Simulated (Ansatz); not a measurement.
System: CH₆AlCl.

Input file:

```
crystal:
  periodic: [false, false, false]
  atoms:
    - {symbol: Al, position_ang: [-0.545276, -0.743544, -0.593748]}
    - {symbol: Cl, position_ang: [1.151748, 0.851046, -1.887454]}
    - {symbol: H, position_ang: [0.176719, -2.105123, -0.992740]}
    - {symbol: H, position_ang: [-1.839889, -0.294363, -1.404127]}
    - {symbol: H, position_ang: [1.464146, 1.458208, -0.800015]}
    - {symbol: C, position_ang: [-0.151390, 0.090121, 1.142334]}
    - {symbol: H, position_ang: [-0.410396, 1.153593, 1.169050]}
    - {symbol: H, position_ang: [0.897450, -0.020595, 1.436249]}
    - {symbol: H, position_ang: [-0.743111, -0.389441, 1.930450]}
basis:
  gaussian: {orbitals: def2-TZVPP}
hamiltonian: {xc: pbe0, dispersion: d4}
output: {orbitals: {seedname: orbitals}}
```

Command:

```sh
ansatz run in.yaml --threads 2 --pin off --events-out ev --progress --plain --max-ram 4352MiB
```

The product side of a reaction path; geometry: PBE0-D4/def2-TZVP.

Level of theory: RKS PBE0-D4/def2-TZVPP in Ansatz 0.2.0.

What can the converged electron density and electron localisation function tell about the bonding?

C–Al (1.97 Å): the density is about 0.7 e/Å³ at the midpoint; the ELF peaks at about 0.95 between the atoms (a shared but strongly polarised pair).
Al–Cl (2.66 Å): ρ at the midpoint is about 0.23 e/Å³, with its minimum of 0.14 e/Å³ about 1.0 Å from Al; the ELF peaks at about 0.90 in the valence shell of Cl, 0.9 Å from its nucleus, and is about 0.60 at the midpoint.
C–H (1.10 Å): ρ is about 1.9 e/Å³ halfway; the ELF climbs to about 1 towards the hydrogen, as it does in any bond to H; an ordinary covalent bond to hydrogen.
Cl–H (1.28 Å): ρ is about 2 e/Å³ halfway; the ELF climbs to about 1 towards the hydrogen.

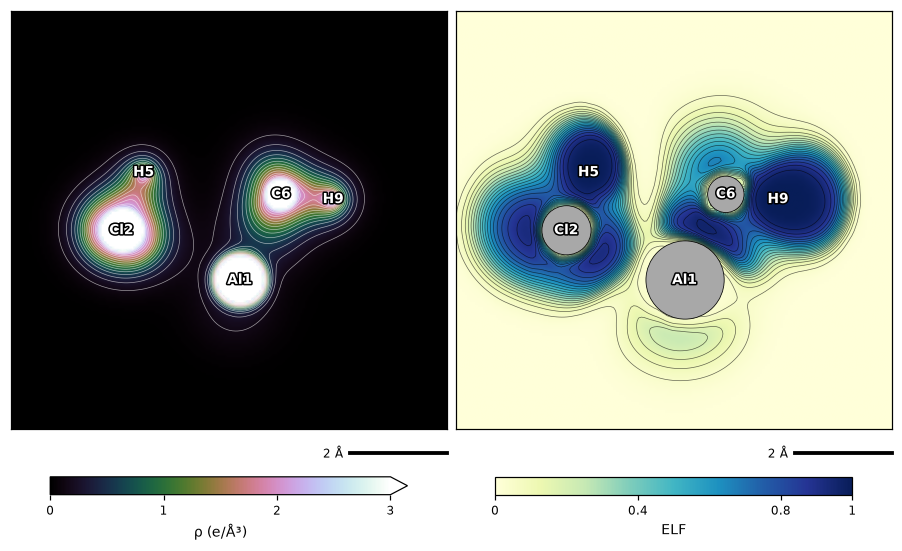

Computed electron density and electron localisation function on the plane of atoms Al1, Cl2 and H5, in this order. Grey discs cover the atomic cores in the ELF map. 
